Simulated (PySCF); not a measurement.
**C₅H₉OSi (SMILES [SiH2]O/C=C\C1CC1) (doublet): density, localisation and related maps**

Input

```
{"job": {"kind": "epr", "basis": "pcH-1"}, "charge": 0, "multiplicity": 2}
Si     3.417309    -1.003863     0.183923
O      1.933086    -0.375747    -0.042578
C      1.256138     0.689840     0.410692
C     -0.064345     0.819222     0.279242
C     -0.932034    -0.182160    -0.355075
C     -2.129474     0.267351    -1.151584
C     -2.327453    -0.397783     0.170683
H      4.422379     0.017804     0.450755
H      3.559305    -1.796938    -1.019923
H      1.852330     1.458896     0.889866
H     -0.534778     1.713457     0.657559
H     -0.400200    -1.053523    -0.714642
H     -2.377116    -0.279424    -2.048475
H     -2.318753     1.327885    -1.221194
H     -2.650988     0.209543     1.002551
H     -2.713005    -1.405616     0.191083
```

Command:

```sh
OMP_NUM_THREADS=1 python probes_run.py task.json out
```

Geometry: GFN2-xTB.

Method: UKS B3LYP, pcH-1 on C H O Si, non-relativistic, mean-field spin-orbit, GIAO (PySCF 2.14.0, density-fitted response routines).

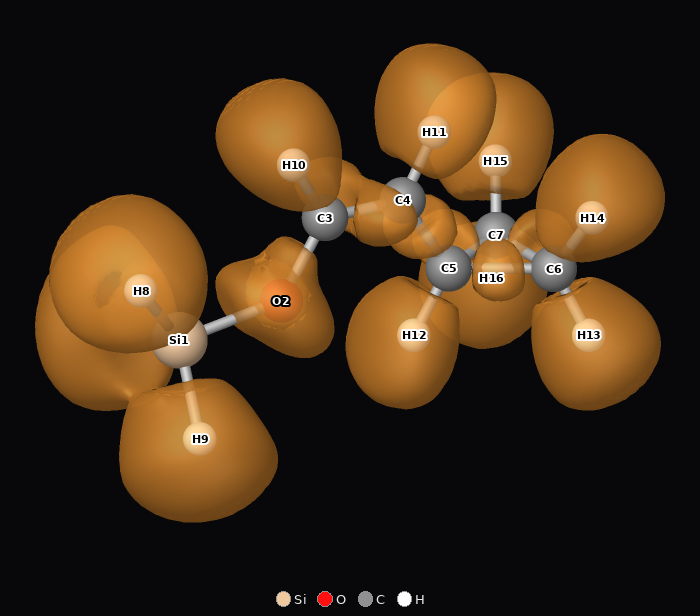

Figure 1. Isosurface of the electron localisation function at 0.75 (orange), seen at a tilt. Only the valence region is drawn (cores and ρ < 0.01 e/Å³ removed).

> Describe the localisation domains.

The ELF exceeds this value in five regions between bonded C–C atoms (shared pairs), seven regions around hydrogen nuclei, one region on O in which the atom's valence shell and bonds are merged and one joined region spread over several atoms (H, Si), in which their bonds and any lone pairs are merged. Along the contacts the grid gives the following. C–C (1.33 Å): the ELF peaks at about 0.95 between the atoms: a short, multiple covalent bond. C–O (1.34 Å): the ELF peaks at about 0.85 between the atoms; a polar covalent bond.

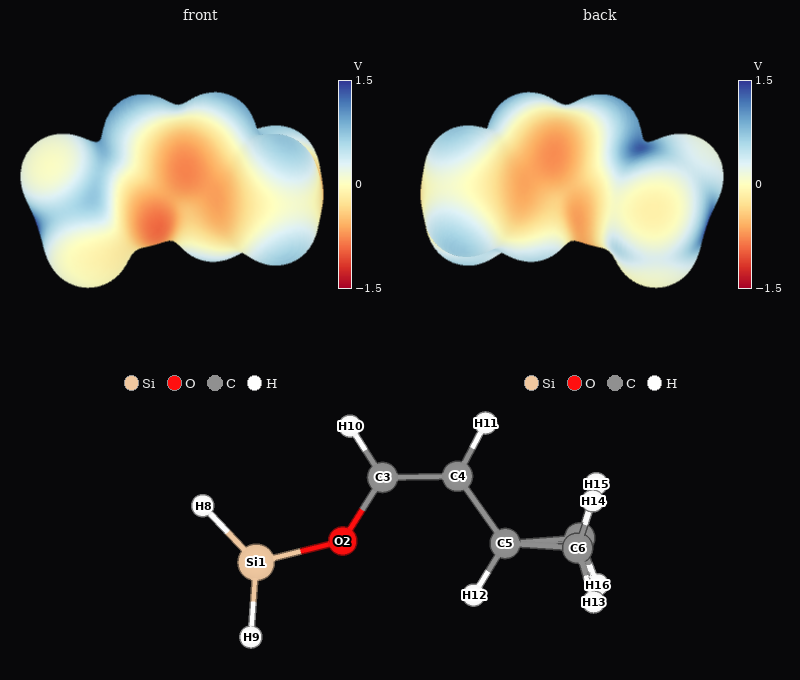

Figure 2. The molecular electrostatic potential painted on the density surface at 0.002 e/bohr³, seen from the front and from behind; the colour scale runs from red (negative) to blue (positive). The bare structure is drawn below in the same view.

> Where is the surface potential most negative and most positive?

The most negative region (about −0.9 V) lies over O2, the most positive (about +1.3 V) over Si1.

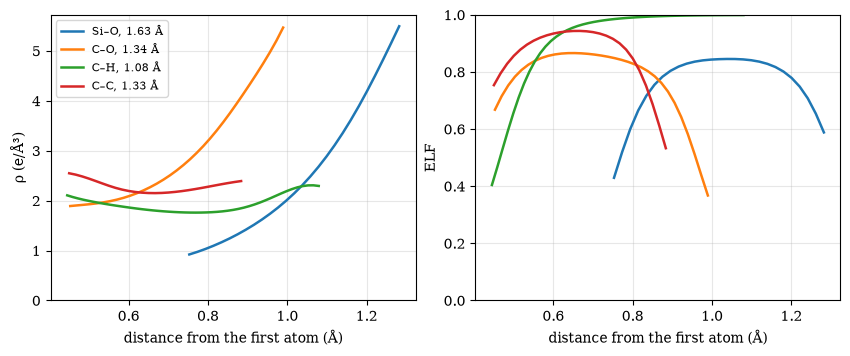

Figure 3. Electron density and ELF along straight lines between neighbouring atoms. The curves leave out the atomic cores.

> What kind of bonding do the profiles show?

Si–O (1.63 Å): ρ at the midpoint is about 1.1 e/Å³; the ELF peaks at about 0.85 between the atoms: a polar covalent bond.
C–O (1.34 Å): ρ is about 2.3 e/Å³ halfway; the ELF peaks at about 0.85 between the atoms, as expected for a polar covalent bond.
C–H (1.08 Å): ρ is about 1.9 e/Å³ halfway; the ELF climbs to about 1 towards the hydrogen, as it does in any bond to H; an ordinary covalent bond to hydrogen.
C–C (1.33 Å): ρ is about 2.2 e/Å³ halfway; the ELF peaks at about 0.95 between the atoms: a short, multiple covalent bond.
